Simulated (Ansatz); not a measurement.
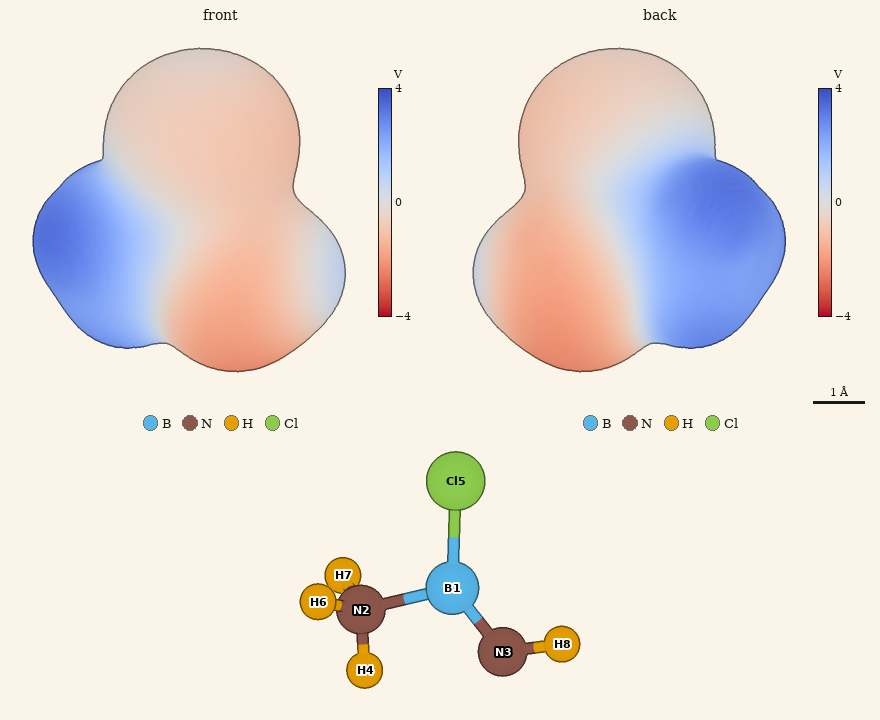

BClH$_{4}$N$_{2}$. The molecular electrostatic potential painted on the density surface at 0.002 e/bohr³, seen from the front and from behind; the colour scale runs from red (negative) to blue (positive). The bare structure is drawn below in the same view.

The product side of a reaction path; geometry: PBE0-D4/def2-TZVP.

Level of theory: RKS PBE0-D4/def2-TZVPP (Ansatz).

```yaml
atoms:
  - { symbol: B, position_ang: [-0.5265, -0.0315, 0.3135] }
  - { symbol: N, position_ang: [0.8074, 0.3475, -0.4854] }
  - { symbol: N, position_ang: [-0.6932, -1.3350, 0.4336] }
  - { symbol: H, position_ang: [1.2129, -0.5597, -0.7110] }
  - { symbol: Cl, position_ang: [-1.3697, 1.4901, 0.7896] }
  - { symbol: H, position_ang: [0.6199, 0.8684, -1.3383] }
  - { symbol: H, position_ang: [1.4589, 0.8924, 0.0736] }
  - { symbol: H, position_ang: [-1.5098, -1.6721, 0.9243] }
```

> Where is the surface potential most negative and most positive?

The most negative region (about −2.2 V) lies over N3, the most positive (about +3.2 V) over H6 and H7. N3 is the likeliest acceptor of a hydrogen bond.
